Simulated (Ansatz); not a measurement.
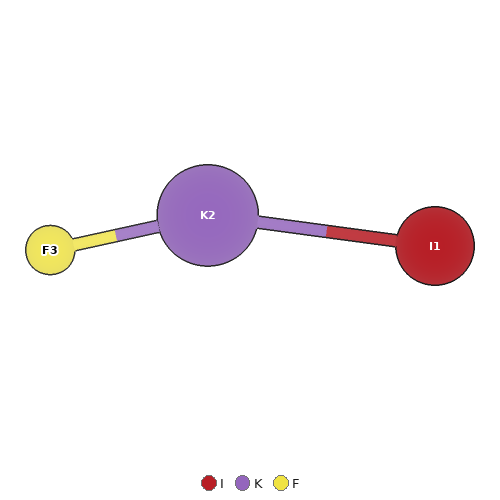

The system is I⁻ + KF; the picture shows the reference structure. First axis: distance I1–K2. Second axis: distance K2–F3. Nothing is relaxed (the angle I1–K2–F3 is fixed at 160 degrees). Grid: 11 × 11 points. Energies are in kJ/mol, from I with charge -1 far from the relaxed KF (each part in its own basis). All numbers below come from Ansatz 0.2.0, RKS CAM-B3LYP-D4/def2-TZVPD.

Its coordinates:

```xyz
3

I    -3.3440    0.0000    0.0000
K     0.0000    0.0000    0.0000
F     2.2092    0.8041    0.0000
```

Range: distance I1–K2 from 2.736 to 4.736 Å; distance K2–F3 from 2.104 to 4.104 Å.

### What landscape does the calculation give?

The lowest grid point is at distance I1–K2 = 3.344 Å, distance K2–F3 = 2.351 Å, −125 kJ/mol from I with charge -1 far from the relaxed KF (each part in its own basis). It is the only kind of minimum in the scanned range. The highest grid point, distance I1–K2 = 4.736 Å, distance K2–F3 = 4.104 Å, lies 207 kJ/mol above the lowest.

```tsv
distance K2–F3 ↓, distance I1–K2 →	2.736	2.836	2.983	3.154	3.344	3.548	3.766	3.994	4.232	4.480	4.736
4.104	52	32	15	9	11	19	31	43	54	68	81
3.848	39	18	1	−6	−4	4	15	26	37	50	63
3.600	24	3	−15	−22	−21	−14	−3	8	18	30	42
3.362	8	−14	−32	−40	−39	−33	−22	−11	−1	9	20
3.134	−10	−32	−51	−60	−60	−53	−44	−32	−21	−11	−2
2.916	−29	−51	−70	−80	−81	−75	−66	−55	−44	−34	−24
2.712	−47	−69	−89	−99	−101	−96	−88	−78	−67	−57	−48
2.522	−60	−83	−104	−115	−117	−113	−106	−96	−86	−77	−68
2.351	−66	−89	−111	−122	−125	−122	−116	−107	−98	−89	−81
2.204	−60	−84	−106	−118	−122	−120	−114	−106	−97	−89	−81
2.104	−45	−69	−92	−105	−109	−108	−102	−95	−87	−79	−72
```

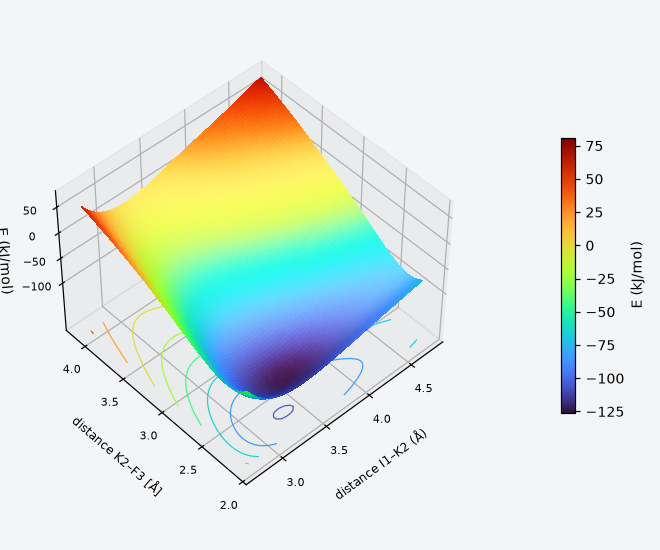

Drawn: a relief with its contours projected below. Between grid points the surface is interpolated.

Time for the 121 points that were run: 11 min on 1 thread of Arm Neoverse V2, with other jobs on the host.
